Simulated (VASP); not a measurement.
Data:

```xyz
2
Lattice="0.0000 3.0657 3.0657 3.0657 0.0000 3.0657 3.0657 3.0657 0.0000" Properties=species:S:1:pos:R:3 pbc="T T T"
Pb     0.0000     0.0000     0.0000
Se     3.0657     3.0657     3.0657
```

The numbers are results of PBE GGA with D3 dispersion (Becke-Johnson damping), VASP's PBE PAW potentials (set 64) (plane waves; VASP), not measurements. Numerical set-up: 520 eV cut-off, 8×8×8 Γ-centred mesh, tetrahedra with Blöchl corrections, potentials Pb_d Se.

Unless said otherwise, spin-orbit coupling is left out, though it shifts the bands of the heavy elements here.

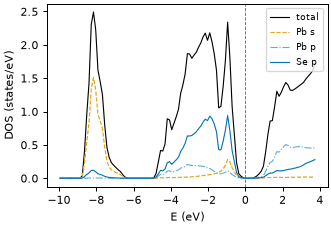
*Total and projected density of states, zero at the valence-band maximum*

Within 2 eV below the valence-band maximum the largest weight inside VASP's projection spheres is Se p, then Pb s.

The gap is direct, 0.31 eV, from the valence maximum at L to the conduction minimum at L.

The compound is PbSe in the rock salt structure. It was relaxed first.
